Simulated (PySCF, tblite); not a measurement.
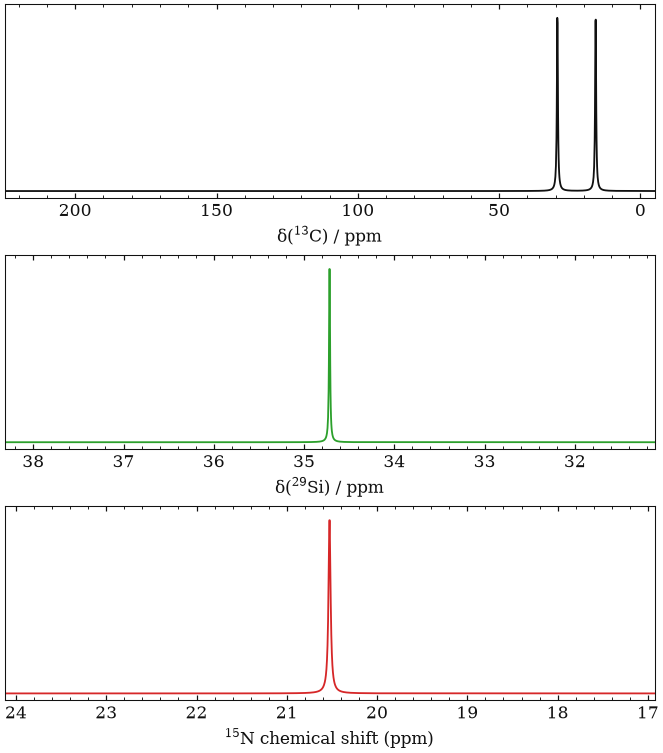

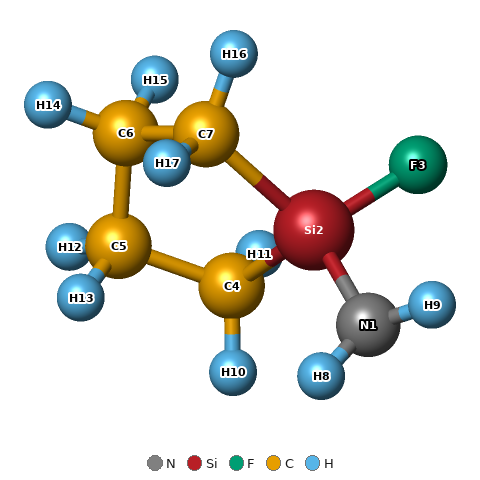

Spectrum and numbered structure of C₄H₁₀FNSi, SMILES N[Si]1(F)CCCC1. GIAO shifts, PBE0/pcSseg-1 with PySCF 2.14.0, at a GFN2-xTB geometry (a minimum by its frequencies), against TMS for ¹³C, TMS for ²⁹Si and NH₃ for ¹⁵N computed at the same level (¹⁵N: a single molecule, while the usual scales start at liquid NH₃ or nitromethane; multiply bonded nitrogen can come out tens of ppm too deshielded). Gas phase, fully decoupled, line heights follow the number of nuclei, widths are arbitrary (no quadrupolar broadening); values of one conformer, averaged over nuclei that symmetry, rotation about single bonds, ring flips or inversion at nitrogen exchange, these motions taken as fast; other conformers aren't averaged in.

**Which atoms give which ¹³C line?**

```csv
δ (ppm),nuclei,atoms
29.4,2,"C5, C6"
15.9,2,"C4, C7"
```

**Where does the ²⁹Si line lie?**

At 34.7 ppm (Si2).

**Where does the ¹⁵N line lie?**

At 20.5 ppm (N1).

Note: the tight-binding geometry is rougher than a DFT one and adds to the error.
